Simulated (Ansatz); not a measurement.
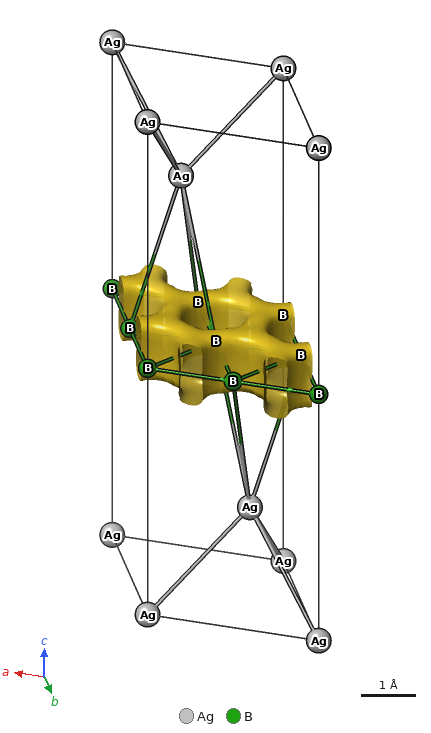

Figure 1: Ag3B4. Isosurface of the electron localisation function at 0.65 (yellow), seen at an oblique angle. Core shells and regions of very low density are left out. Sticks mark near contacts.

Space group P-3m1; a structure generated by program, which may or may not match a known phase; computed without spin polarisation.

Theory: Ansatz, DFT PBE, scalar-relativistic, plane waves, PAW.

In a PAW calculation such maps are meaningful between the atoms, not at the nuclei.

**What do the ELF domains correspond to?**

The surface consists of sheets that run through the cell in two directions, counted in one cell of 7 atoms. Any copies at cell faces, edges or corners count once. Along the contacts the grid gives the following. B–B (1.69 Å): the ELF peaks at about 0.75 between the atoms. Ag–Ag (2.83 Å): the ELF is about 0.15 at the midpoint: no localised pair shows between them.
